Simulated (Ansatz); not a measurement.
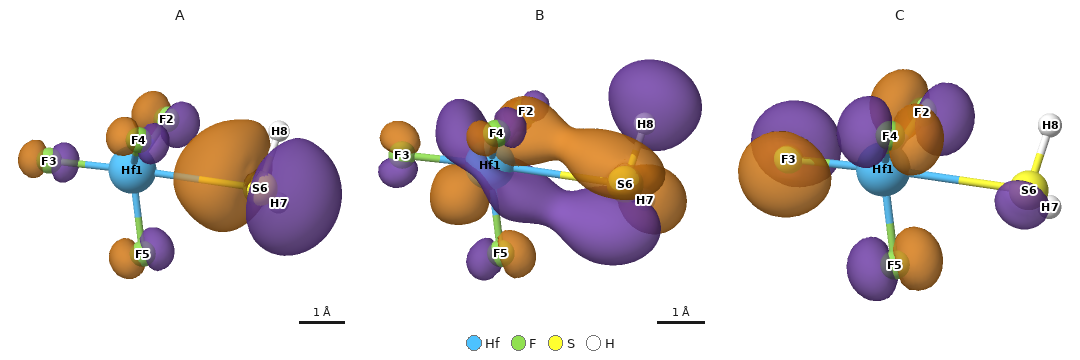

*F4H2HfS. Three frontier orbitals at ±0.1 Å⁻³ᐟ² (orange and purple are the two phases), in no order.*

Core potentials replace the inner electrons of Hf.

The calculation used Ansatz 0.2.0, RKS PBE/def2-SVP.

| atom | x (Å) | y (Å) | z (Å) |
| --- | --- | --- | --- |
| Hf | 0.0348 | -0.0102 | -0.0619 |
| F | 0.2468 | -0.4809 | 1.7983 |
| F | 1.8557 | 0.0332 | -0.6628 |
| F | -0.5234 | 1.8072 | -0.3903 |
| F | -0.7047 | -1.3914 | -1.1895 |
| S | -2.8306 | -0.0714 | 0.7431 |
| H | -2.8379 | -1.3080 | 1.3164 |
| H | -2.7101 | 0.5486 | 1.9509 |

Which picture is the HOMO−1, the HOMO and the LUMO?

C is the HOMO−1 (−9.15 eV). It lies mainly on F3 (about 50 %), F2 (about 15 %), F4 (about 15 %) and F5 (about 10 %); largely a combination of lone pairs on F3, F2, F4 and F5. A is the HOMO (−7.79 eV). It lies mainly on S6 (about 75 %); largely a lone pair of S6. B is the LUMO (−1.42 eV). Its weight (Hirshfeld) is mainly on Hf1 (about 35 %), S6 (about 30 %), H8 (about 15 %) and H7 (about 5 %).

What is the HOMO–LUMO gap?

6.37 eV between the orbital energies.
